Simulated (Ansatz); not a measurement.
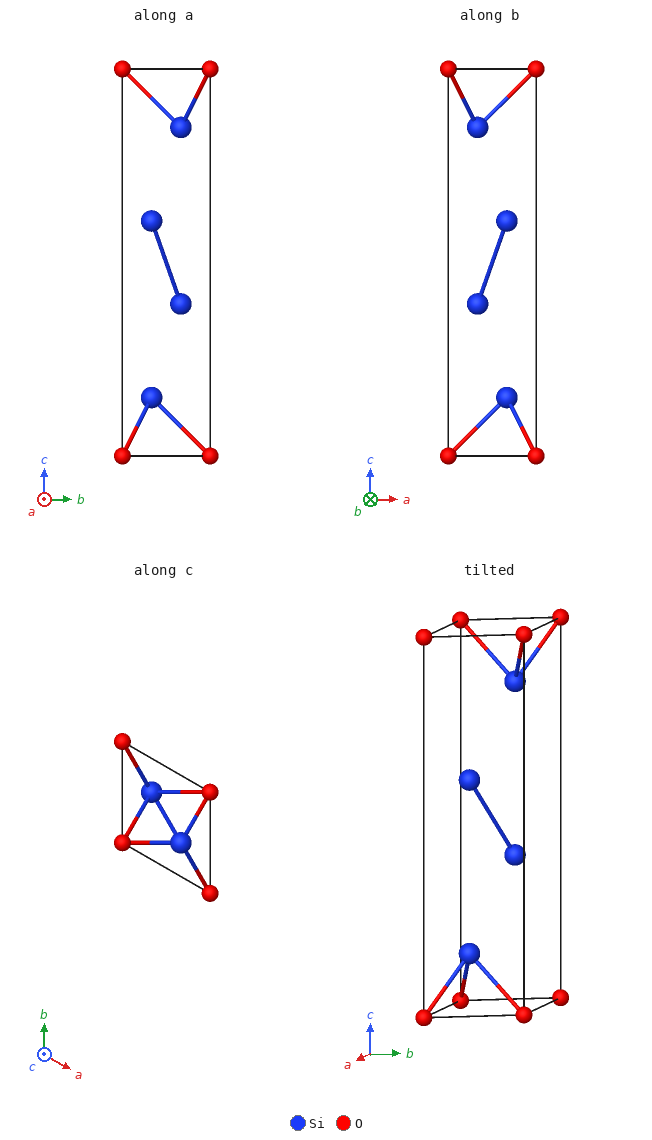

This ball-and-stick model is shown along the a axis, along the b axis, along the c axis and slightly off an axis. The lines enclose the conventional unit cell; boundary atoms appear with their images.

Lattice parameters: a = 2.6964 Å, b = 2.6964 Å, c = 10.3068 Å, α = 90.000°, β = 90.000°, γ = 120.000°.

Q: Reconstruct the structure as a CIF in P1 with every atom of the cell, with free fractional coordinates to two decimals.

A:
```cif
data_structure
_symmetry_space_group_name_H-M 'P 1'
_symmetry_Int_Tables_number 1
_cell_length_a 2.6964
_cell_length_b 2.6964
_cell_length_c 10.3068
_cell_angle_alpha 90.000
_cell_angle_beta 90.000
_cell_angle_gamma 120.000
_cell_volume 64.90
loop_
_atom_site_label
_atom_site_type_symbol
_atom_site_fract_x
_atom_site_fract_y
_atom_site_fract_z
_atom_site_occupancy
Si1 Si 0.3333 0.6667 0.85 1
Si2 Si 0.3333 0.6667 0.39 1
Si3 Si 0.6667 0.3333 0.15 1
Si4 Si 0.6667 0.3333 0.61 1
O1 O 0.00 0.00 0.00 1
```

Origin of the cell: a structure type filled with these elements by a generator (whether the compound takes this form wasn't checked). It is drawn as it came out of a relaxation with DFT PBE, scalar-relativistic, plane waves, PAW in Ansatz 0.2.0.
